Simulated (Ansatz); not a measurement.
# C6H16Ge: one species, many methods, part 2 of 2

Ansatz 0.2.0, Gaussian basis; functionals in def2-TZVPP, the program's frozen cores in correlated methods. The steps go on from the part before.

### 16 ωB97X-V (range-separated)

File in.yaml:

```yaml
crystal:
  periodic: [false, false, false]
  atoms:
    - {symbol: C, position_ang: [-1.500615, 1.678751, 0.167220]}
    - {symbol: C, position_ang: [-0.121185, 1.407454, 0.752428]}
    - {symbol: Ge, position_ang: [0.638616, -0.309300, 0.165954]}
    - {symbol: C, position_ang: [0.838615, -0.320185, -1.789295]}
    - {symbol: C, position_ang: [1.684127, 0.829448, -2.320004]}
    - {symbol: C, position_ang: [-0.521999, -1.787173, 0.742130]}
    - {symbol: C, position_ang: [-0.769691, -1.815180, 2.244170]}
    - {symbol: H, position_ang: [-2.219018, 0.905664, 0.454153]}
    - {symbol: H, position_ang: [-1.476089, 1.706288, -0.925819]}
    - {symbol: H, position_ang: [-1.904226, 2.637234, 0.506016]}
    - {symbol: H, position_ang: [-0.159279, 1.406047, 1.845662]}
    - {symbol: H, position_ang: [0.578651, 2.201015, 0.474759]}
    - {symbol: H, position_ang: [2.035865, -0.483421, 0.816043]}
    - {symbol: H, position_ang: [1.273963, -1.282306, -2.075442]}
    - {symbol: H, position_ang: [-0.163483, -0.295264, -2.229231]}
    - {symbol: H, position_ang: [1.788200, 0.788386, -3.408121]}
    - {symbol: H, position_ang: [2.691531, 0.814629, -1.894941]}
    - {symbol: H, position_ang: [1.243689, 1.799417, -2.073211]}
    - {symbol: H, position_ang: [-0.061595, -2.722642, 0.410402]}
    - {symbol: H, position_ang: [-1.468169, -1.702508, 0.198085]}
    - {symbol: H, position_ang: [-1.262210, -0.901146, 2.587287]}
    - {symbol: H, position_ang: [-1.406972, -2.655291, 2.535023]}
    - {symbol: H, position_ang: [0.166179, -1.906816, 2.802331]}
basis:
  gaussian: {orbitals: def2-TZVPP}
hamiltonian: {xc: {name: wB97X-V}}
output: {orbitals: {seedname: orbitals}}
```

The run is started by

```bash
$ ansatz run in.yaml --threads 4 --pin off --events-out ev --progress --plain --max-ram 46080MiB --backend cuda --devices 0, --max-vram 37GiB
```

Output (excerpt; [...] marks lines left out):

```text
Functional definition: wB97X-V
  name "wB97X-V"
  cite "Mardirossian & Head-Gordon, Phys. Chem. Chem. Phys. 16, 9904 (2014) doi:10.1039/C3CP54374A"
  cite "Becke, J. Chem. Phys. 107, 8554 (1997) doi:10.1063/1.475007"
  cite "Vydrov & Van Voorhis, J. Chem. Phys. 133, 244103 (2010) doi:10.1063/1.3521275"
[...]
      + integral(e_c_pw_opposite_spin*poly(b97_u_opposite, cos0, cos1)) + vv10(b, c)
2413 factors; their error is unknown
630 factors; integrals over basis functions are off by at most 7.8e-6 eV
[...]
mean field -62997.74084220 eV, -2315.1242745484 hartree, gradient 6.5e-5 eV, S^2 0.000000; 0 other end points of the search recorded, 0 dependent functions left out
reference -62997.74083943 eV, -2315.1242744467 hartree; 42, 42 occupied and 416, 416 virtual orbitals, 2413 factors
Total energy: -62997.74083943 eV, -2315.1242744467 hartree
```

Wall time 3.5 s (1 × H100 (card shared with other runs) with 4 threads of AMD EPYC 7R13, shared host); peak host memory 1.1 GiB.

With the free atoms at this level, -62907.446 eV in sum, the atomisation energy is 90.295 eV. HOMO -9.91 eV, LUMO 2.76 eV.

### 17 ωB97M-V (range-separated)

Edit in.yaml of step 16 so:

```diff
@@ -28,3 +28,3 @@
   gaussian: {orbitals: def2-TZVPP}
-hamiltonian: {xc: {name: wB97X-V}}
-output: {orbitals: {seedname: orbitals}}
+hamiltonian: {xc: {name: wB97M-V}}
+output: {forces: true, orbitals: {seedname: orbitals}}
```

Same command.

Output (excerpt; [...] marks lines left out):

```text
Functional definition: wB97M-V
  name "wB97M-V"
  cite "Mardirossian & Head-Gordon, J. Chem. Phys. 144, 214110 (2016) doi:10.1063/1.4952647"
  cite "Becke, J. Chem. Phys. 107, 8554 (1997) doi:10.1063/1.475007"
  cite "Vydrov & Van Voorhis, J. Chem. Phys. 133, 244103 (2010) doi:10.1063/1.3521275"
  # Of w^i u^j: cxij and so on, Table III.
[...]
  gx(w, u) = 1 - cx + cx01*u + cx10*w
[...]
Atom 19 at    -1.468169    -1.702508     0.198085 Å, force     0.057058    -0.010360     0.037869 eV/Å
Atom 20 at    -1.262210    -0.901146     2.587287 Å, force     0.033510    -0.051458    -0.027215 eV/Å
Atom 21 at    -1.406972    -2.655291     2.535023 Å, force     0.053349     0.071612    -0.020180 eV/Å
Atom 22 at     0.166179    -1.906816     2.802331 Å, force    -0.061883     0.010124    -0.041608 eV/Å
Dipole moment:    -0.101685     0.000529    -0.054334 e Å
```

Run time: 4.2 s. Hardware: 1 × H100 (card shared with other runs) with 4 threads of AMD EPYC 7R13, shared host; peak host memory 1.2 GiB.

Atomisation energy: 90.196 eV (free atoms -62907.011 eV, run apart). HOMO -9.78 eV, LUMO 2.36 eV.

### 18 B2PLYP (double hybrid)

Edit in.yaml of step 17 so:

```diff
@@ -28,3 +28,2 @@
   gaussian: {orbitals: def2-TZVPP}
-hamiltonian: {xc: {name: wB97M-V}}
-output: {forces: true, orbitals: {seedname: orbitals}}
+hamiltonian: {xc: {name: B2PLYP}}
```

The command is unchanged.

Output (excerpt; [...] marks lines left out):

```text
Functional definition: B2PLYP
  name "B2PLYP"
  cite "Grimme, J. Chem. Phys. 124, 034108 (2006) doi:10.1063/1.2148954"
  cite "Becke, Phys. Rev. A 38, 3098 (1988) doi:10.1103/PhysRevA.38.3098"
  cite "Lee, Yang & Parr, Phys. Rev. B 37, 785 (1988) doi:10.1103/PhysRevB.37.785"
[...]
2651 factors; integrals over basis functions are off by at most 1.2e-3 eV
[...]
mean field -62976.18239391 eV, -2314.3320161866 hartree, gradient 9.1e-6 eV, S^2 0.000000; 0 other end points of the search recorded, 0 dependent functions left out
15 core orbitals not correlated: weight in the atoms' cores, before any rotation towards them, 1.000 or more for the frozen orbitals, at most 0.000 for the correlated occupied ones
reference -62976.18264327 eV, -2314.3320253504 hartree; 27, 27 occupied and 416, 416 virtual orbitals, 2651 factors
second order -43.96482428 eV of doubles, -0.00000000 eV of singles
Total energy: -62988.05314582 eV, -2314.7682582732 hartree
```

It took 2.7 s on 1 × H100 (card shared with other runs) with 4 threads of AMD EPYC 7R13, shared host; peak host memory 2.3 GiB.

Atomisation energy: 89.195 eV (free atoms -62898.858 eV, run apart).

### 19 PBE-QIDH (double hybrid)

Edit in.yaml of step 18 so:

```diff
@@ -28,2 +28,2 @@
   gaussian: {orbitals: def2-TZVPP}
-hamiltonian: {xc: {name: B2PLYP}}
+hamiltonian: {xc: {name: PBE-QIDH}}
```

Launched as before.

Output (excerpt; [...] marks lines left out):

```text
Functional definition: PBE-QIDH
  name "PBE-QIDH"
  cite "Brémond, Sancho-García, Pérez-Jiménez & Adamo, J. Chem. Phys. 141, 031101 (2014) doi:10.1063/1.4890314"
  cite "Perdew, Burke & Ernzerhof, Phys. Rev. Lett. 77, 3865 (1996) doi:10.1103/PhysRevLett.77.3865"
[...]
2651 factors; integrals over basis functions are off by at most 1.2e-3 eV
[...]
mean field -62966.09262145 eV, -2313.9612238877 hartree, gradient 5.6e-6 eV, S^2 0.000000; 0 other end points of the search recorded, 0 dependent functions left out
15 core orbitals not correlated: weight in the atoms' cores, before any rotation towards them, 1.000 or more for the frozen orbitals, at most 0.000 for the correlated occupied ones
reference -62966.09263954 eV, -2313.9612245525 hartree; 27, 27 occupied and 416, 416 virtual orbitals, 2651 factors
second order -40.89734872 eV of doubles, -0.00000000 eV of singles
Total energy: -62979.72508911 eV, -2314.4622078339 hartree
```

Wall time 3 s (1 × H100 (card shared with other runs) with 4 threads of AMD EPYC 7R13, shared host); peak host memory 2.3 GiB.

With the free atoms at this level, -62889.685 eV in sum, the atomisation energy is 90.040 eV.

### 20 Orbital energies across the functionals

Dipoles come from the runs that computed forces. Levels are read from the orbital files that the runs wrote:

```
  functional  HOMO (eV)  LUMO (eV)  gap (eV)  dipole (D)
 LDA (SPW92)      -6.49      -0.09      6.40            
      PBE-D4      -6.38       0.13      6.51        0.59
   revPBE-D4      -6.33       0.26      6.59            
     BLYP-D4      -6.26       0.16      6.42            
   r2SCAN-D4      -6.62       0.78      7.40        0.59
      B97M-V      -6.72       0.21      6.93            
     PBE0-D4      -7.59       0.93      8.52            
    B3LYP-D4      -7.39       0.62      8.01        0.57
  r2SCANh-D4      -7.07       1.01      8.08            
  r2SCAN0-D4      -7.75       1.34      9.09            
    HSE06-D4      -7.19       0.56      7.75            
    BHLYP-D4      -8.72       1.56     10.28            
CAM-B3LYP-D4      -8.92       1.72     10.64            
     LC-ωPBE     -10.25       3.02     13.26            
     ωB97X-V      -9.91       2.76     12.67            
     ωB97M-V      -9.78       2.36     12.14        0.55
```

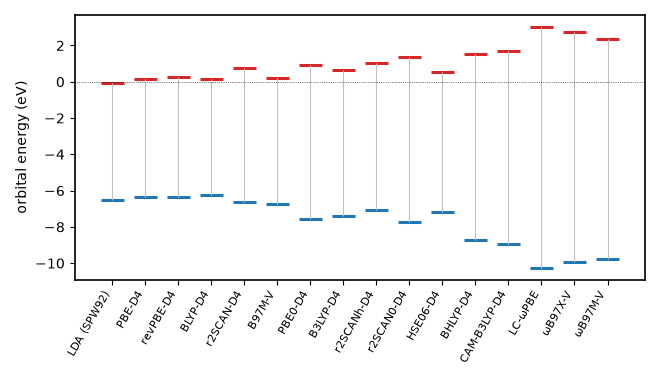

Highest occupied (blue) and lowest empty (red) level by functional.

### 21 CCSD(T) in def2-SVP

Edit in.yaml of step 19 so:

```diff
@@ -27,3 +27,3 @@
 basis:
-  gaussian: {orbitals: def2-TZVPP}
-hamiltonian: {xc: {name: PBE-QIDH}}
+  gaussian: {orbitals: def2-SVP}
+correlation: {method: ccsd_t}
```

Launched as before.

Output (excerpt; [...] marks lines left out):

```text
Functional definition: HF
  name "HF"
  cite "Fock, Z. Phys. 61, 126 (1930) doi:10.1007/BF01340294"
  parent pbe
[...]
2019 factors; integrals over basis functions are off by at most 1.4e-3 eV
[...]
mean field -62898.16238195 eV, -2311.4648336311 hartree, gradient 2.6e-6 eV, S^2 0.000000; 0 other end points of the search recorded, 0 dependent functions left out
15 core orbitals not correlated: weight in the atoms' cores, before any rotation towards them, 1.000 or more for the frozen orbitals, at most 0.000 for the correlated occupied ones
reference -62898.16238195 eV, -2311.4648336311 hartree; 27, 27 occupied and 154, 154 virtual orbitals, 2019 factors
second order -30.25084081 eV of doubles, -0.00000000 eV of singles
cycle   1  -31.68043794 eV  change    -1.4e0 eV  update   1.1e-1
[...]
cycle   8  -32.66764487 eV  change    8.3e-6 eV  update   2.4e-5
perturbative correction -0.97593884 eV, -0.0358650910 hartree
Total energy: -62931.80596567 eV, -2312.7012125283 hartree
```

Wall time 3.2 s (1 × H100 (card shared with other runs) with 4 threads of AMD EPYC 7R13, shared host); peak host memory 0.85 GiB.

### 22 CCSD(T) in def2-TZVPP

Edit in.yaml of step 21 so:

```diff
@@ -27,3 +27,4 @@
 basis:
-  gaussian: {orbitals: def2-SVP}
+  gaussian: {orbitals: def2-TZVPP}
 correlation: {method: ccsd_t}
+output: {orbitals: {seedname: orbitals}}
```

Launched as before.

Output (excerpt; [...] marks lines left out):

```text
Functional definition: HF
  name "HF"
  cite "Fock, Z. Phys. 61, 126 (1930) doi:10.1007/BF01340294"
  parent pbe
[...]
2651 factors; integrals over basis functions are off by at most 1.2e-3 eV
[...]
mean field -62912.34557167 eV, -2311.9860562394 hartree, gradient 9.3e-7 eV, S^2 0.000000; 0 other end points of the search recorded, 0 dependent functions left out
15 core orbitals not correlated: weight in the atoms' cores, before any rotation towards them, 1.000 or more for the frozen orbitals, at most 0.000 for the correlated occupied ones
reference -62912.34557167 eV, -2311.9860562394 hartree; 27, 27 occupied and 416, 416 virtual orbitals, 2651 factors
second order -36.37029028 eV of doubles, -0.00000000 eV of singles
cycle   1  -37.37672298 eV  change    -1.0e0 eV  update   1.2e-1
[...]
cycle   8  -38.44292138 eV  change    8.0e-6 eV  update   3.3e-5
perturbative correction -1.49071034 eV, -0.0547825944 hartree
Total energy: -62952.27920338 eV, -2313.4535901368 hartree
```

It took 29 s on 1 × H100 (card shared with other runs) with 4 threads of AMD EPYC 7R13, shared host; peak host memory 0.94 GiB.

### 23 MP2 in def2-QZVPP

Edit in.yaml of step 22 so:

```diff
@@ -27,4 +27,3 @@
 basis:
-  gaussian: {orbitals: def2-TZVPP}
-correlation: {method: ccsd_t}
-output: {orbitals: {seedname: orbitals}}
+  gaussian: {orbitals: "def2-QZVPP.json"}
+correlation: {method: mp2}
```

The command is unchanged.

Output (excerpt; [...] marks lines left out):

```text
Functional definition: HF
  name "HF"
  cite "Fock, Z. Phys. 61, 126 (1930) doi:10.1007/BF01340294"
  parent pbe
[...]
5418 factors; integrals over basis functions are off by at most 9.0e-4 eV
[...]
mean field -62913.77348133 eV, -2312.0385309517 hartree, gradient 6.4e-6 eV, S^2 0.000000; 0 other end points of the search recorded, 0 dependent functions left out
15 core orbitals not correlated: weight in the atoms' cores, before any rotation towards them, 1.000 or more for the frozen orbitals, at most 0.000 for the correlated occupied ones
reference -62913.77348133 eV, -2312.0385309517 hartree; 27, 27 occupied and 869, 869 virtual orbitals, 5418 factors
second order -45.33047108 eV of doubles, -0.00000000 eV of singles
Total energy: -62959.10395242 eV, -2313.7043950380 hartree
```

It took 8 s on 1 × H100 (card shared with other runs) with 4 threads of AMD EPYC 7R13, shared host; peak host memory 1.7 GiB.

The pieces so far (eV):

```
     basis           HF  MP2 correlation  CCSD correlation      (T)              total
  def2-SVP  -62898.1624         -30.2508          -32.6676  -0.9759        -62931.8060
def2-TZVPP  -62912.3456         -36.3703          -38.4429  -1.4907        -62952.2792
def2-QZVPP  -62913.7735         -45.3305                             -62959.1040 (MP2)
```

The report of the def2-TZVPP run gives T1 = 0.0094.

### 24 The basis-set limit

No new run: Hartree-Fock is extrapolated as exp(−7.88√X) and correlation as X^−2.97, with X = 3 and 4; only MP2 was run in the larger set, so CCSD(T) minus MP2 is added from the smaller one.

| level | energy at the limit (eV) |
| --- | --- |
| HF | -62913.9702 |
| MP2 | -62965.9378 |
| CCSD | -62968.0104 |
| CCSD(T) | -62969.5011 |

This is no true limit for total energies: MP2 correlation changes by a factor of 1.25 from triple to quadruple zeta (about 1.07 in light molecules), because outer-core shells are correlated in sets not made for them. Much of that cancels between molecule and atoms or ions.

### 25 RPA on PBE orbitals

Edit in.yaml of step 23 so:

```diff
@@ -27,3 +27,4 @@
 basis:
-  gaussian: {orbitals: "def2-QZVPP.json"}
-correlation: {method: mp2}
+  gaussian: {orbitals: def2-TZVPP}
+hamiltonian: {xc: pbe}
+correlation: {method: rpa}
```

The command is unchanged.

Output (excerpt; [...] marks lines left out):

```text
Functional definition: PBE
  name "PBE"
  cite "Perdew, Burke & Ernzerhof, Phys. Rev. Lett. 77, 3865 (1996) doi:10.1103/PhysRevLett.77.3865"
  parent pbe
[...]
2651 factors; integrals over basis functions are off by at most 1.2e-3 eV
[...]
mean field -62986.30632455 eV, -2314.7040637753 hartree, gradient 7.4e-6 eV, S^2 0.000000; 0 other end points of the search recorded, 0 dependent functions left out
15 core orbitals not correlated: weight in the atoms' cores, before any rotation towards them, 1.000 or more for the frozen orbitals, at most 0.000 for the correlated occupied ones
reference -62910.11712755 eV, -2311.9041624284 hartree; 27, 27 occupied and 416, 416 virtual orbitals, 2651 factors
Total energy: -62971.01159900 eV, -2314.1419929786 hartree
```

It took 2.8 s on 1 × H100 (card shared with other runs) with 4 threads of AMD EPYC 7R13, shared host; peak host memory 2.3 GiB.

RPA correlation: -60.894 eV. No RPA run of the hydrogen atom was made, so RPA has no atomisation energy below.

### 26 All levels against the reference

Atomisation energy = energies of 6 C, 1 Ge, 16 H (separate runs, same level) minus the molecule's; electronic only, no spin-orbit term.

Differences are taken before rounding.

| method | rung | atomisation energy (eV) | from CCSD(T)/CBS (eV) | time |
| --- | --- | --- | --- | --- |
| LDA (SPW92) | LDA | 101.441 | +11.193 | 4.5 s |
| PBE-D4 | GGA | 91.217 | +0.969 | 6 s |
| revPBE-D4 | GGA | 89.474 | -0.774 | 4.3 s |
| BLYP-D4 | GGA | 89.376 | -0.872 | 3.3 s |
| r2SCAN-D4 | meta-GGA | 90.271 | +0.023 | 3.8 s |
| B97M-V | meta-GGA | 90.305 | +0.057 | 4.3 s |
| PBE0-D4 | hybrid | 90.498 | +0.250 | 2.2 s |
| B3LYP-D4 | hybrid | 90.099 | -0.148 | 2.7 s |
| r2SCANh-D4 | hybrid | 90.016 | -0.232 | 2.5 s |
| r2SCAN0-D4 | hybrid | 89.661 | -0.587 | 2.6 s |
| HSE06-D4 | hybrid | 90.536 | +0.288 | 3.2 s |
| BHLYP-D4 | hybrid | 88.468 | -1.780 | 2.4 s |
| CAM-B3LYP-D4 | range-separated | 90.457 | +0.210 | 2.5 s |
| LC-ωPBE | range-separated | 89.855 | -0.393 | 2.7 s |
| ωB97X-V | range-separated | 90.295 | +0.048 | 3.5 s |
| ωB97M-V | range-separated | 90.196 | -0.052 | 4.2 s |
| B2PLYP | double hybrid | 89.195 | -1.053 | 2.7 s |
| PBE-QIDH | double hybrid | 90.040 | -0.208 | 3 s |
| HF/def2-TZVPP | wavefunction | 68.388 | -21.859 |  |
| MP2/def2-TZVPP | wavefunction | 89.009 | -1.239 |  |
| CCSD/def2-TZVPP | wavefunction | 87.567 | -2.681 |  |
| CCSD(T)/def2-SVP | wavefunction | 86.566 | -3.681 | 3.2 s |
| CCSD(T)/def2-TZVPP | wavefunction | 88.554 | -1.694 | 29 s |
| MP2/CBS | wavefunction | 90.703 | +0.455 |  |
| CCSD(T)/CBS | wavefunction | 90.248 | 0 | 37 s |

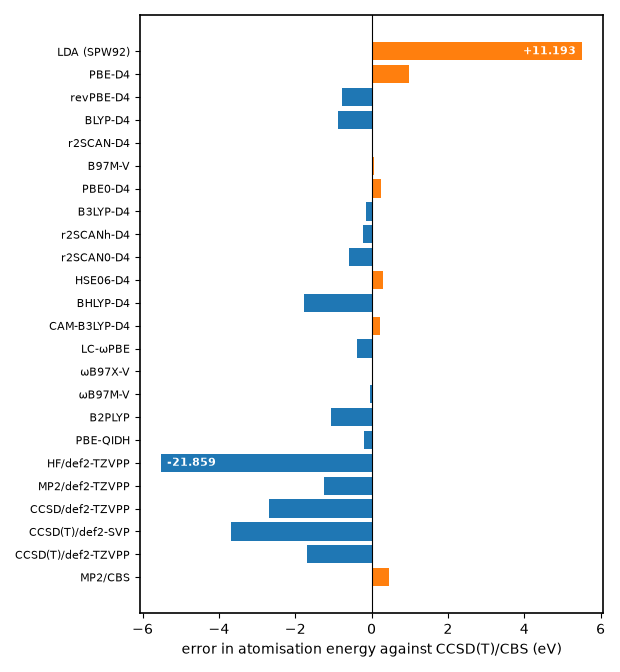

Error of each method against CCSD(T)/CBS. Bars with a number in them are cut short.

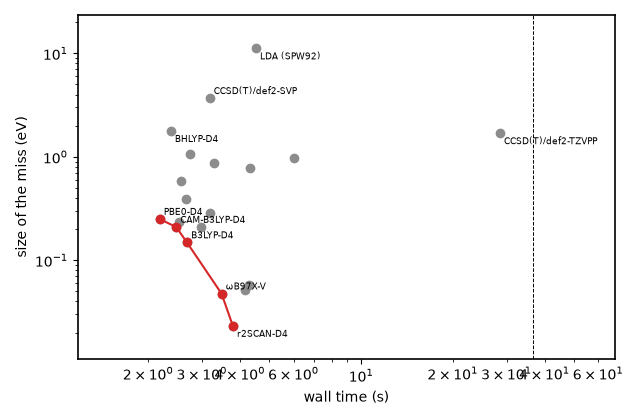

Accuracy for the time spent; red marks the levels that beat every quicker one drawn (of those quicker than the yardstick), and the dashed line is the time of CCSD(T)/CBS. Only those levels and the largest misses are named. Times are from a shared host. Runs this short are mostly start-up, so their order is noise.

LDA (SPW92), LC-ωPBE, B2PLYP, PBE-QIDH carry no dispersion term (for B3LYP, D4 adds 0.839 eV).

Times are those of the molecule's run; HF, MP2 and CCSD come out of the CCSD(T) runs, and the limit's time is the sum of the runs that it needs.

### 27 Results

This closing draws on all 2 parts.

| quantity | value |
| --- | --- |
| atomisation energy, CCSD(T)/CBS | 90.248 eV |
| functionals within 0.902 eV (1.0 %) | revPBE-D4, BLYP-D4, r2SCAN-D4, B97M-V, PBE0-D4, B3LYP-D4, r2SCANh-D4, r2SCAN0-D4, HSE06-D4, CAM-B3LYP-D4, LC-ωPBE, ωB97X-V, ωB97M-V, PBE-QIDH |
| farthest beyond LDA | BHLYP-D4 (-1.780 eV) |
| mean size of error, GGA | 0.872 eV |
| mean size of error, meta-GGA | 0.040 eV |
| mean size of error, hybrid | 0.548 eV |
| mean size of error, range-separated | 0.175 eV |
| mean size of error, double hybrid | 0.630 eV |
| gap, smallest and largest | 6.40 eV (LDA (SPW92)), 13.26 eV (LC-ωPBE) |
| T1 diagnostic | 0.0094 |
| triples share of the correlation energy | 3.7 % |

What this shows: The LDA atomisation energy is off by 11.193 eV (12 %): it overbinds. PBE-D4 misses by +0.969 eV. Double hybrids carry the basis error of their MP2 part in triple zeta, and no dispersion term here, so their miss is partly the set-up's. The rungs meta-GGA, range-separated, hybrid, double hybrid, GGA miss on average by less than the doubt on the reference (0.902 eV), so they tie. Misses under about 0.902 eV are within the doubt on the reference itself, which lacks core-valence correlation, relativity and higher excitations, and its outer-core shells are covered unevenly. Hartree-Fock recovers 76 % of the binding; the rest is correlation. CCSD(T) in def2-SVP is off by -3.681 eV, which most functionals beat. The gap grows from 6.4 to 13.3 eV across the functionals, mostly with the share of exact exchange. Correlated methods include outer-core shells of Ge, which these sets cover unevenly.

r2SCAN-D4 reaches 0.023 eV from the reference in 3.8 s, where CCSD(T)/CBS took 37 s.
